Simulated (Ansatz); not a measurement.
# AlBGeH (doublet): correlated methods under varied settings

What do other methods and options give for AlBGeH (doublet) at this geometry, and how long do they take?

Computed with Ansatz 0.2.0, Gaussian basis. Level: the settings change from run to run.

18 further runs of the same task are left out: 7 that didn't finish, 11 set aside as unsound or not needed.

## (1) The system

The geometry is a PBE0/def2-TZVP stationary point (not a proven minimum). No spin-orbit coupling is included. The filled d shell of Ge may be among the frozen orbitals whatever the setting's name suggests; the logs give the count.

4 atoms, charge 0, spin multiplicity 2.

Atoms are counted from 1 here; the program's logs count them from 0.

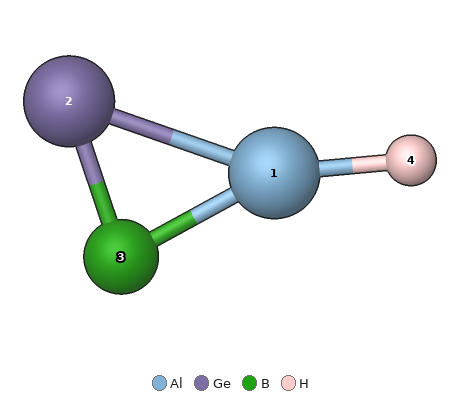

The structure; aluminium light blue, germanium purple, boron green, hydrogen pink; atoms are numbered from 1 in the order of the file.

Coordinates:

```xyz
4
charge 0, multiplicity 2
Al    0.0000   -0.1517    1.7500
Ge    0.0000   -0.1342   -0.7557
B     0.0000    1.3569    0.4128
H     0.0000   -0.8221    3.1838
```

## (2) MRCISD+Q(relaxed)(5,6)/STO-3G

in.yaml reads:

```yaml
crystal:
  periodic: [false, false, false]
  atoms:
    - {symbol: Al, position_ang: [0.000000, -0.151695, 1.750022]}
    - {symbol: Ge, position_ang: [0.000000, -0.134195, -0.755651]}
    - {symbol: B, position_ang: [0.000000, 1.356911, 0.412828]}
    - {symbol: H, position_ang: [0.000000, -0.822105, 3.183825]}
basis:
  gaussian: {orbitals: STO-3G}
magnetization: {spin_polarized: false, initial_magnetization: 1}
correlation: {method: fic_mrcisd_q_relaxed, electrons: outside_noble_gas, active_space: {window: {electrons: 5, orbitals: 6}}}
accuracy: high
```

On the command line:

```console
> ansatz run in.yaml --threads 1 --pin off --events-out ev --progress --plain --max-ram 2393MiB
```

What it wrote, shortened:

```text
Functional definition: HF
  name "HF"
  cite "Fock, Z. Phys. 61, 126 (1930) doi:10.1007/BF01340294"
  parent pbe
[...]
534 factors; integrals over basis functions are off by at most 3.2e-9 eV
[...]
mean field -63007.79602062 eV, -2315.4937955397 hartree, gradient 1.1e-8 eV, S^2 0.750000; 8 other end points of the search recorded, 0 dependent functions left out
reference -63007.79602062 eV, -2315.4937955397 hartree; 26, 25 occupied and 7, 8 virtual orbitals, 534 factors
state -63009.95288778 eV, -2315.5730589459 hartree
contracted CI cycle   1: correlation 0.00000000 eV, 0.0000000000 hartree, residual 8.82e0 eV
contracted CI cycle   2: correlation -2.28541533 eV, -0.0839874642 hartree, residual 2.41e0 eV
contracted CI cycle   3: correlation -2.49881060 eV, -0.0918295959 hartree, residual 9.88e-1 eV
contracted CI cycle   4: correlation -2.52522597 eV, -0.0928003427 hartree, residual 5.57e-1 eV
contracted CI cycle   5: correlation -2.53428223 eV, -0.0931331542 hartree, residual 2.54e-1 eV
contracted CI cycle   6: correlation -2.53618735 eV, -0.0932031661 hartree, residual 1.25e-1 eV
contracted CI cycle   7: correlation -2.53665153 eV, -0.0932202245 hartree, residual 5.89e-2 eV
contracted CI cycle   8: correlation -2.53674370 eV, -0.0932236115 hartree, residual 2.83e-2 eV
contracted CI cycle   9: correlation -2.53677117 eV, -0.0932246210 hartree, residual 1.28e-2 eV
contracted CI cycle  10: correlation -2.53677632 eV, -0.0932248104 hartree, residual 5.84e-3 eV
contracted CI cycle  11: correlation -2.53677737 eV, -0.0932248490 hartree, residual 2.83e-3 eV
contracted CI cycle  12: correlation -2.53677767 eV, -0.0932248599 hartree, residual 1.29e-3 eV
contracted CI cycle  13: correlation -2.53677774 eV, -0.0932248624 hartree, residual 6.37e-4 eV
contracted CI cycle  14: correlation -2.53677775 eV, -0.0932248628 hartree, residual 3.72e-4 eV
contracted CI cycle  15: correlation -2.53677775 eV, -0.0932248630 hartree, residual 1.86e-4 eV
contracted CI cycle  16: correlation -2.53677776 eV, -0.0932248630 hartree, residual 9.13e-5 eV
contracted CI cycle  17: correlation -2.53677776 eV, -0.0932248630 hartree, residual 4.15e-5 eV
contracted CI cycle  18: correlation -2.53677776 eV, -0.0932248630 hartree, residual 1.72e-5 eV
contracted CI cycle  19: correlation -2.53677776 eV, -0.0932248630 hartree, residual 7.29e-6 eV
contracted CI cycle  20: correlation -2.53677776 eV, -0.0932248630 hartree, residual 3.72e-6 eV
state -63009.95288778 eV, -2315.5730589459 hartree; corrected -63012.75826032 eV, -2315.6761544853 hartree
Total energy: -63012.75826032 eV, -2315.6761544853 hartree
```

It took 3.5 s on 1 thread of Arm Neoverse V1, shared host.

From the report: 152 determinants; active occupations 1.91, 1.89, 0.98, 0.11, 0.09, 0.02.

## (3) MP2 on ROHF/6-31G

in.yaml, as its differences from that of step 2:

```diff
@@ -8,5 +8,5 @@
 basis:
-  gaussian: {orbitals: STO-3G}
+  gaussian: {orbitals: 6-31G}
 magnetization: {spin_polarized: false, initial_magnetization: 1}
-correlation: {method: fic_mrcisd_q_relaxed, electrons: outside_noble_gas, active_space: {window: {electrons: 5, orbitals: 6}}}
-accuracy: high
+correlation: {method: mp2, electrons: outside_noble_gas}
+output: {forces: true}
```

Launched as before.

What it wrote, shortened:

```text
Functional definition: HF
  name "HF"
  cite "Fock, Z. Phys. 61, 126 (1930) doi:10.1007/BF01340294"
  parent pbe
[...]
546 factors; integrals over basis functions are off by at most 2.6e-4 eV
[...]
mean field -63729.83943779 eV, -2342.0284017021 hartree, gradient 1.9e-6 eV, S^2 0.750000; 8 other end points of the search recorded, 0 dependent functions left out
[...]
20 core orbitals not correlated: weight in the atoms' cores, before any rotation towards them, 0.998 or more for the frozen orbitals, at most 0.001 for the correlated occupied ones
reference -63729.83943779 eV, -2342.0284017021 hartree; 6, 5 occupied and 27, 28 virtual orbitals, 546 factors
second order -4.29804333 eV of doubles, -0.08388468 eV of singles
[...]
Total energy: -63734.22136580 eV, -2342.1894345863 hartree
Atom 0 at     0.000000    -0.151695     1.750022 Å, force    -0.000000     0.325363     0.269932 eV/Å
Atom 1 at     0.000000    -0.134195    -0.755651 Å, force    -0.000000    -0.999546    -1.349147 eV/Å
Atom 2 at     0.000000     1.356911     0.412828 Å, force     0.000000     0.820621     0.892317 eV/Å
Atom 3 at     0.000000    -0.822105     3.183825 Å, force     0.000000    -0.146438     0.186899 eV/Å
Dipole moment:    -0.000000    -0.247359     0.147038 e Å
```

It took 5.5 s on 1 thread of Arm Neoverse V1, shared host.

## (4) MP2 on UHF/cc-pVDZ

in.yaml, as its differences from that of step 3:

```diff
@@ -8,5 +8,5 @@
 basis:
-  gaussian: {orbitals: 6-31G}
-magnetization: {spin_polarized: false, initial_magnetization: 1}
-correlation: {method: mp2, electrons: outside_noble_gas}
+  gaussian: {orbitals: cc-pVDZ, point_charges: [{charge: 1.00, position_ang: [4.332, -0.338, 0.119]}]}
+magnetization: {spin_polarized: true, initial_magnetization: 1}
+correlation: {method: mp2, electrons: valence}
 output: {forces: true}
```

The command is unchanged.

What it wrote, shortened:

```text
Functional definition: HF
  name "HF"
  cite "Fock, Z. Phys. 61, 126 (1930) doi:10.1007/BF01340294"
  parent pbe
[...]
686 factors; integrals over basis functions are off by at most 6.9e-4 eV
[...]
mean field -63740.16370840 eV, -2342.4078116489 hartree, gradient 7.6e-6 eV, S^2 1.073901; 8 other end points of the search recorded, 0 dependent functions left out
15 core orbitals not correlated: weight in the atoms' cores, before any rotation towards them, 1.000 or more for the frozen orbitals, at most 0.000 for the correlated occupied ones
reference -63740.16370840 eV, -2342.4078116489 hartree; 11, 10 occupied and 38, 39 virtual orbitals, 686 factors
second order -6.07452587 eV of doubles, -0.00000000 eV of singles
[...]
Total energy: -63746.23823427 eV, -2342.6310463572 hartree
Atom 0 at     0.000000    -0.151695     1.750022 Å, force    -0.225707    -0.642805     1.020866 eV/Å
Atom 1 at     0.000000    -0.134195    -0.755651 Å, force     0.102055     0.734169     0.131186 eV/Å
Atom 2 at     0.000000     1.356911     0.412828 Å, force     0.252031    -0.202610    -1.114329 eV/Å
Atom 3 at     0.000000    -0.822105     3.183825 Å, force     0.090679     0.027677    -0.013386 eV/Å
Dipole moment:    -0.371671    -0.159476     0.214025 e Å
```

It took 6 s on 1 thread of Arm Neoverse V1, shared host.

From the report: ⟨S²⟩ of the determinant 1.074 (pure doublet: 0.75).

## (5) BCCD(T) on UHF/6-31G

in.yaml, as its differences from that of step 4:

```diff
@@ -8,5 +8,5 @@
 basis:
-  gaussian: {orbitals: cc-pVDZ, point_charges: [{charge: 1.00, position_ang: [4.332, -0.338, 0.119]}]}
+  gaussian: {orbitals: 6-31G}
 magnetization: {spin_polarized: true, initial_magnetization: 1}
-correlation: {method: mp2, electrons: valence}
-output: {forces: true}
+correlation: {method: bccd_t, electrons: outside_noble_gas}
+accuracy: high
```

Same command.

What it wrote, shortened:

```text
Functional definition: HF
  name "HF"
  cite "Fock, Z. Phys. 61, 126 (1930) doi:10.1007/BF01340294"
  parent pbe
[...]
1025 factors; integrals over basis functions are off by at most 4.6e-9 eV
[...]
mean field -63730.11873278 eV, -2342.0386656036 hartree, gradient 9.2e-8 eV, S^2 1.088646; 18 other end points of the search recorded, 0 dependent functions left out
determinant -63730.11873278 eV, -2342.0386656036 hartree, with singles and doubles -63734.70522747 eV, -2342.2072161746 hartree
determinant -63729.63999726 eV, -2342.0210723976 hartree, with singles and doubles -63733.73144033 eV, -2342.1714301574 hartree
determinant -63728.74628087 eV, -2341.9882289262 hartree, with singles and doubles -63732.49669936 eV, -2342.1260542636 hartree
determinant -63728.36005372 eV, -2341.9740353403 hartree, with singles and doubles -63732.61718546 eV, -2342.1304820461 hartree
[...]
determinant -63727.18681529 eV, -2341.9309196231 hartree, with singles and doubles -63730.92303298 eV, -2342.0682230910 hartree
determinant -63726.80746837 eV, -2341.9169788809 hartree, with singles and doubles -63731.27171756 eV, -2342.0810370127 hartree
determinant -63726.62158712 eV, -2341.9101478712 hartree, with singles and doubles -63730.35896718 eV, -2342.0474940551 hartree
20 core orbitals not correlated: weight in the atoms' cores, before any rotation towards them, 0.998 or more for the frozen orbitals, at most 0.001 for the correlated occupied ones
reference -63730.11873278 eV, -2342.0386656036 hartree; 6, 5 occupied and 27, 28 virtual orbitals, 1025 factors
second order -3.73795431 eV of doubles, -0.00000000 eV of singles
cycle   1  -4.56502922 eV  change    2.1e-2 eV  update   3.7e-2
[...]
cycle  31  -4.57628545 eV  change   3.5e-10 eV  update  9.2e-10
perturbative correction -0.35006265 eV, -0.0128645652 hartree
Total energy: -63735.04508088 eV, -2342.2197055571 hartree
```

It took 26 s on 1 thread of Arm Neoverse V1, shared host.

From the report: ⟨S²⟩ of the determinant 1.089 (pure doublet: 0.75); correlation -4.9263 eV; largest double amplitude 0.09.

## (6) All runs side by side

| level | correlated | functions | energy (eV) | time |
| --- | --- | --- | --- | --- |
| MRCISD+Q(relaxed)(5,6)/STO-3G | outside noble gas | 33 | -63012.7583 | 3.5 s |
| MP2 on ROHF/6-31G | outside noble gas | 53 | -63734.2214 | 5.5 s |
| MP2 on UHF/cc-pVDZ (beside a point charge) | valence | 64 | -63746.2382 | 6 s |
| BCCD(T) on UHF/6-31G | outside noble gas | 53 | -63735.0451 | 26 s |

## (7) What came out

| quantity | value |
| --- | --- |
| runs | 4 |
| quickest | MRCISD+Q(relaxed)(5,6)/STO-3G, 3.5 s |
| slowest | BCCD(T) on UHF/6-31G, 26 s |

What this shows: Total energies in different bases, with other cores or another treatment of relativity can't be set against each other. BCCD(T) on UHF/6-31G took 7 times as long as MRCISD+Q(relaxed)(5,6)/STO-3G; the jobs differ in more than the method.
